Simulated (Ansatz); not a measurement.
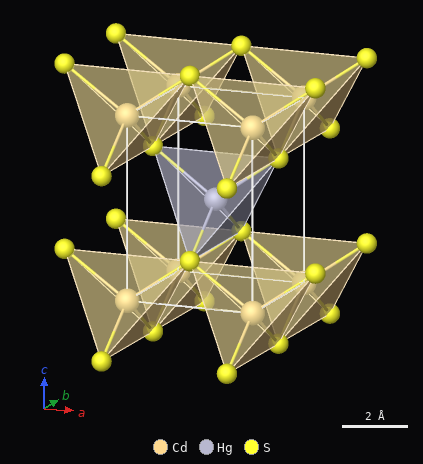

The structure above is drawn in polyhedral style and viewed slightly off an axis. The parallelepiped is the conventional unit cell. Some atoms of the next cells are drawn as well.

CdHgS2, space group P-4m2 (No. 115), a = 4.219 Å, b = 4.219 Å, c = 5.940 Å, α = 90.00°, β = 90.00°, γ = 90.00°. The cell started as a structure type filled with these elements by a generator (whether the compound takes this form wasn't checked). Earlier steps of the study may have refined or changed the cell and positions. A calculation with Ansatz used it as input.

This one geometry was computed with Ansatz (DFT, plane waves, PAW) at three levels of theory: PBE, r2SCAN and PBE with spin-orbit coupling.

Which level gives the highest pressure at this volume, and what does that say about its equilibrium volume?

Answer. Highest: PBE (0.0 GPa) and PBE with spin-orbit coupling (-0.3 GPa), which points to the largest equilibrium volume. Lowest, with the smallest volume: r2SCAN (-1.6 GPa). Levels within 0.5 GPa of each other can't be told apart.

How does the band gap change with the level of theory?

Answer. PBE with spin-orbit coupling: a gap of 0.21 eV, direct; PBE: a gap of 0.22 eV, direct; r2SCAN: a gap of 0.57 eV, direct.

Collect the results in a table.

Answer.
| level | cutoff (eV) | k-mesh of the run's cell | gap (eV) | pressure (GPa) |
| --- | --- | --- | --- | --- |
| PBE | 420 | 8×8×6 | 0.22 | 0.0 |
| r2SCAN | 500 | 8×8×6 | 0.57 | -1.6 |
| PBE with spin-orbit coupling | 420 | 8×8×6 | 0.21 | -0.3 |

Gaps are taken on the k-mesh or band path of each run.
